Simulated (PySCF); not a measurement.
C4H10ClGeP, SMILES `[PH2][GeH]([CH2]Cl)[CH]1CC1`.

Method: BHandHLYP/cc-pVDZ; geometry: GFN2-xTB; program: PySCF. No frequency check shows the geometry to be a minimum. GFN2-xTB bond lengths at metals and heavier atoms can be off by up to 0.1 Å and shapes distorted, which carries into these values. Without diffuse functions Rydberg states are missing, so the states' numbers hold for this basis only.

The calculation's input:

```python
import numpy as np
from pyscf import gto, scf, dft, tdscf
from pyscf.scf import atom_ks, atom_hf
from scipy.linalg import block_diag

def solve(mol, dm0=None, hcore=None):
    mf = (dft.UKS if mol.spin else dft.RKS)(mol, xc='bhandhlyp')
    mf.grids.level = 3
    mf = mf.density_fit(auxbasis='def2-universal-jkfit')
    mf.conv_tol, mf.max_cycle = 1e-8, 80
    if hcore is not None:
        mf.get_hcore = lambda *args: hcore
    mf.kernel(dm0)
    if not mf.converged:
        mf = mf.newton().run(mf.mo_coeff, mf.mo_occ, max_cycle=30)
    assert mf.converged, 'SCF not converged'
    return mf

mol = gto.M(atom='''
P      2.53400     1.04922    -0.05258
Ge     0.38924     0.19956     0.23180
C     -0.92266     1.56645    -0.40838
Cl    -2.54518     1.01251     0.04666
C     -0.02999    -1.53586    -0.61370
C     -1.04953    -2.43200     0.02361
C      0.39217    -2.80517     0.06691
H      2.51183     0.80474    -1.41906
H      3.12148    -0.17833     0.21188
H      0.10166     0.03454     1.71582
H     -0.77151     2.53946     0.05297
H     -0.91715     1.68885    -1.48922
H      0.00353    -1.54167    -1.69726
H     -1.71122    -2.98905    -0.62281
H     -1.51417    -2.10181     0.94108
H      0.73496    -3.62776    -0.54372
H      0.90305    -2.72622     1.01749
''', basis='cc-pvdz', charge=0, spin=0, verbose=4)
mf = solve(mol)
td = mf.TDA()
td.nstates, td.singlet, td.conv_tol = 5, True, 1e-5
td.kernel()
td.analyze()
x, y = np.array([p[0] for p in td.xy]), np.array([p[1] + 0 * p[0] for p in td.xy])
f, mu = td.oscillator_strength(), td.transition_dipole()
nto = [td.get_nto(state=i + 1, verbose=4) for i in range(len(td.e))]
# spherically averaged free atoms, for the promolecule
atm = atom_ks.get_atm_nrks(mol, xc='bhandhlyp')
pro = block_diag(*[(atm[a[0]][2] * atm[a[0]][3]) @ atm[a[0]][2].T for a in mol._atom])
np.savez('result.npz', e=td.e, f=f, ok=td.converged, w=[n[0] for n in nto], nto=[n[1] for n in nto], x=x, y=y, c=mf.mo_coeff, occ=mf.mo_occ, eps=mf.mo_energy, pro=pro, mu=mu)
```

Run with:

```sh
OMP_NUM_THREADS=1 python input.py
```

The run took 13 min on 1 thread of AMD EPYC (Zen 3) (shared host), peak memory 0.99 GiB.

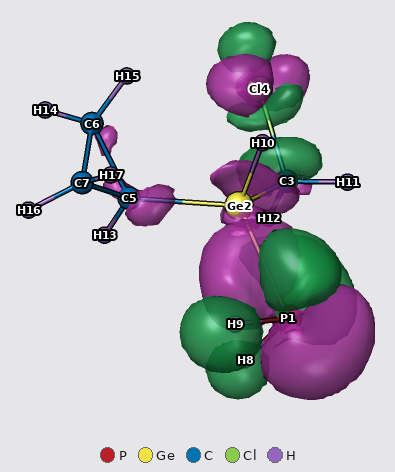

Unrelaxed difference density of S₁ less the ground state (TDA singlet states), ±0.02 e/Å³; green: gain, purple: loss.

Q: How does the charge move on excitation?

A: 0.69 e is displaced in all, of which about 0.3 e passes between atoms: P1 (0.14 e) loses electrons and H9 (0.10 e) and C3 (0.05 e) gain them. The state: 6.86 eV (181 nm), f = 0.018; the leading pair carries 91 %; hole on P1 (49 %), Ge2 (16 %) and Cl4 (15 %), electron on P1 (35 %), Ge2 (13 %) and Cl4 (12 %); their centroids lie 0.1 Å apart.
